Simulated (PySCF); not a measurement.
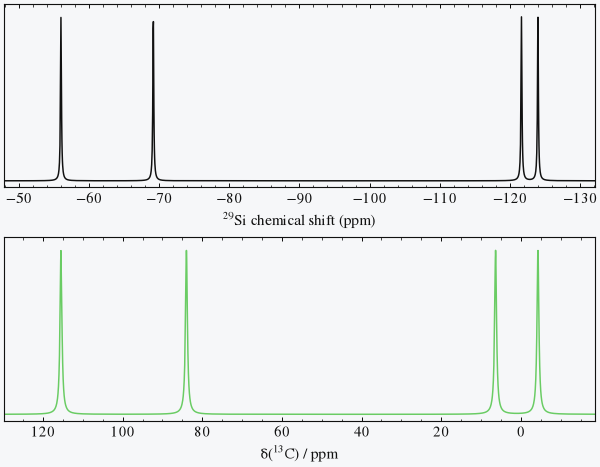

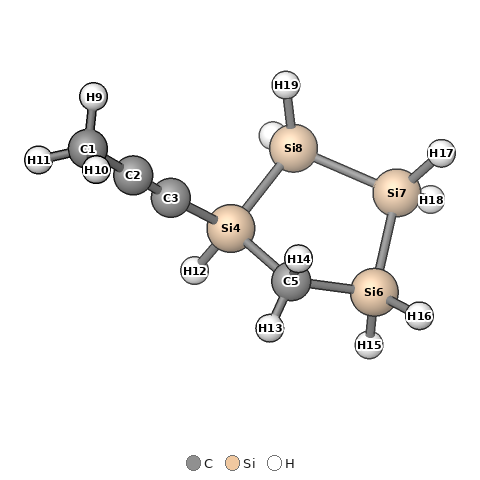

Spectrum and numbered structure of C₄H₁₂Si₄, SMILES CC#C[Si@@H]1C[SiH2][SiH2][SiH2]1. GIAO shifts, PBE0/pcSseg-1, PySCF, at a GFN2-xTB geometry (no frequency check), against TMS for ²⁹Si and TMS for ¹³C computed at the same level. Gas phase, fully decoupled, line heights follow the number of nuclei, widths are arbitrary (no quadrupolar broadening); values of one conformer, averaged over methyl-type rotors and exact or near symmetry; other conformers aren't averaged in.

Which atoms give which ²⁹Si line?

Answer.
| δ (ppm) | nuclei | atoms |
| --- | --- | --- |
| −56.0 | 1 | Si4 |
| −69.2 | 1 | Si6 |
| −121.7 | 1 | Si8 |
| −124.0 | 1 | Si7 |

The order of signals that lie close, as those under 3 ppm apart, is within the error of the method.

Which ¹³C nuclei are the least shielded, and which the most?

Answer. Least shielded: C2 at 115.5 ppm. Most shielded: C5 at −4.3 ppm.

Caveats: the tight-binding geometry is rougher than a DFT one and adds to the error.
